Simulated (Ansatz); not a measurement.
Cd3Sn2Pb11

The calculation's input:

```
crystal:
  lattice:
    - [6.908277, -0.00327, -0.002417]
    - [-0.001696, 9.660214, 0.001559]
    - [-0.00289, 0.004022, 7.28339]
  atoms:
    - { symbol: Cd, position: [0.2514593144, 0.250092871, 0.2799111681] }
    - { symbol: Cd, position: [0.7504422457, 0.2501326547, 0.2659777094] }
    - { symbol: Cd, position: [0.2509077229, 0.7501224929, 0.7584951614] }
    - { symbol: Sn, position: [0.2495355608, 0.2497106537, 0.7207822953] }
    - { symbol: Sn, position: [0.7504089966, 0.7495950344, 0.2288643974] }
    - { symbol: Pb, position: [0.0029592995, 0.0275302995, 0.0117065894] }
    - { symbol: Pb, position: [0.4983774102, 0.0271851893, 0.0120353977] }
    - { symbol: Pb, position: [0.0032697564, 0.4726813041, 0.0124805911] }
    - { symbol: Pb, position: [0.0037059804, 0.9833383232, 0.5029132305] }
    - { symbol: Pb, position: [0.4986753988, 0.4737550856, 0.0115914656] }
    - { symbol: Pb, position: [0.4976097856, 0.9823180506, 0.5040379324] }
    - { symbol: Pb, position: [0.0038845956, 0.5173310781, 0.5032204379] }
    - { symbol: Pb, position: [0.2506617449, 0.750063135, 0.2126307098] }
    - { symbol: Pb, position: [0.4978934292, 0.5176582014, 0.5027339076] }
    - { symbol: Pb, position: [0.7504876894, 0.2501265091, 0.7111062208] }
    - { symbol: Pb, position: [0.7516445148, 0.749941016, 0.7808981884] }
basis:
  ecutwfc: 420
kpoints:
  mp_grid: { grid: [4, 5, 5] }
hamiltonian:
  xc: pbe
scf:
  occupations: { method: gaussian, width: 0.1 }
  n_extra_bands: 8
output:
  forces: true
  stress: true
  eigenvalues: true
  populations: true
  dos:
    method: { smearing: { sigma: 0.1, scheme: gaussian } }
    projected: true
    de: 0.02
  write_density: true
  write_potential: true
  elf: true
  volumetric_format: npy
```

Command:

```sh
ansatz run input.yaml --threads 4 --pin off --max-ram 9216MiB --backend cpu --events-out ev --progress --plain --runs-dir out
```

Below, planes, directions and counts refer to the standardised cell (a = 6.91 Å, b = 9.66 Å, c = 7.28 Å, α = 89.96°, β = 90.04°, γ = 90.04°).

Space group P1; a generated structure, not necessarily the stable one.

All numbers below come from DFT PBE, scalar-relativistic, plane waves, PAW in Ansatz.

What can the converged valence pseudo-density and electron localisation function tell about the bonding?

Answer. Sn–Pb (3.26 Å): ρ at the midpoint is about 0.17 e/Å³; the ELF is about 0.35 at the midpoint.
Cd–Pb (3.31 Å): the density is about 0.14 e/Å³ at the midpoint; the ELF is about 0.25 at the midpoint (no localised pair shows between them).

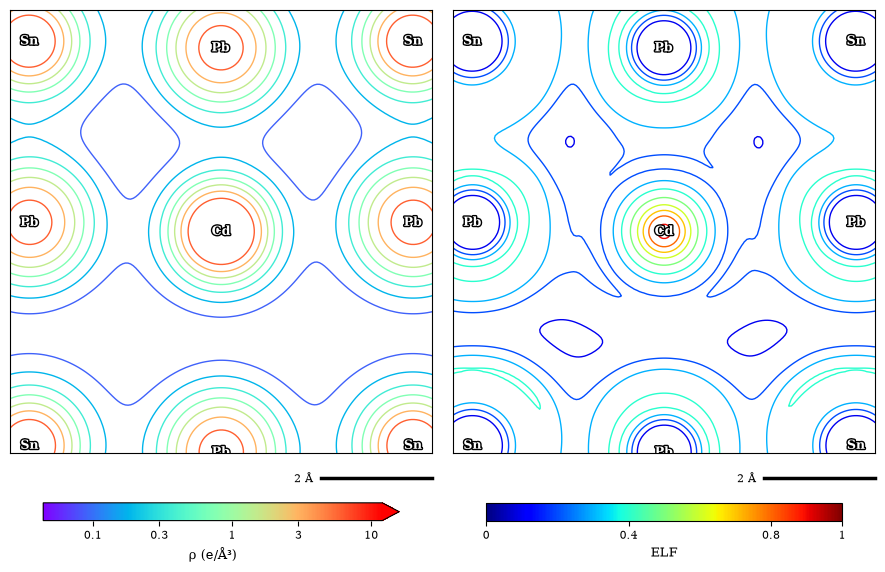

Computed valence pseudo-density and electron localisation function on the (010) plane of the standardised cell, in this order. 

Core electrons are frozen (PAW), and the valence fields are smoothed inside the atomic spheres.
